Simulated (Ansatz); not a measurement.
```sh
ansatz run in.yaml --threads 4 --pin off --events-out ev --progress --plain --max-ram 10444MiB
```

```yaml
crystal:
  periodic: [false, false, false]
  atoms:
    - {symbol: O, position_ang: [-0.747364, 1.507629, 2.307311]}
    - {symbol: C, position_ang: [-0.635835, 0.720854, 1.460078]}
    - {symbol: N, position_ang: [-0.579625, -0.138440, 0.617481]}
    - {symbol: Ga, position_ang: [0.326229, -0.550296, -0.894670]}
    - {symbol: Cl, position_ang: [-0.151682, -2.338582, -1.898716]}
    - {symbol: Cl, position_ang: [1.830378, 0.734835, -1.637483]}
basis:
  gaussian: {orbitals: def2-TZVPP}
hamiltonian: {xc: {name: BHLYP}, dispersion: d4}
output: {orbitals: {seedname: orbitals}}
```

Describe the molecule in this file.

Formula CCl₂GaNO. As SMILES it reads `O=C=[N][Ga]([Cl])[Cl]`. This geometry has Cs symmetry. All atoms lie on one plane. Coordination: 1 C linear; 1 N bent; 1 Ga trigonal planar.

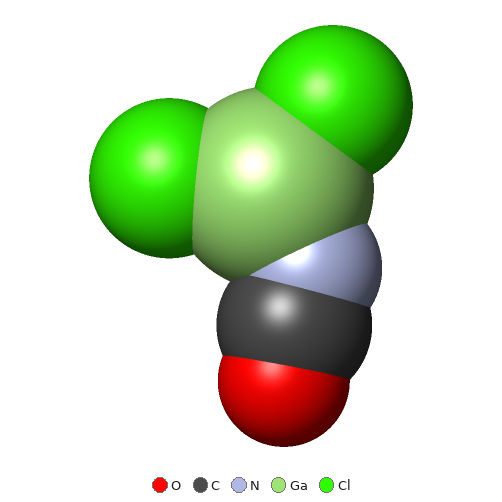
